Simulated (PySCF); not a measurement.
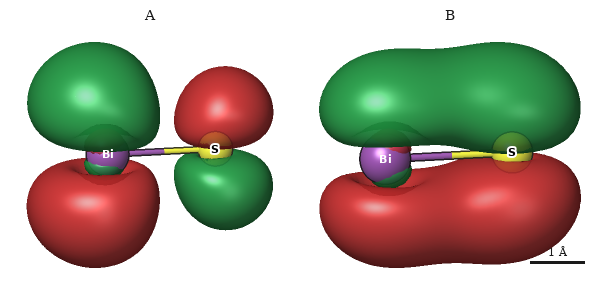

BiS (charge −1, triplet). Two frontier α-spin orbitals, each drawn at the value that holds 80 % of its norm (green and red are the two phases), in no order; of a degenerate pair one member is drawn.

Core potentials replace the inner electrons of Bi.

The calculation used PBE0/aug-cc-pVDZ(-PP), non-relativistic Hamiltonian with scalar-relativistic core potentials where named, at a bond length of 2.424 Å (PySCF).

> Label each orbital by symmetry, say whether it is occupied, and order them by energy.

Orbital B: π, occupied in this spin, −2.39 eV; bonding, with no node between the atoms.
Orbital A: π, occupied in this spin, −0.20 eV; antibonding, with a node between the atoms.
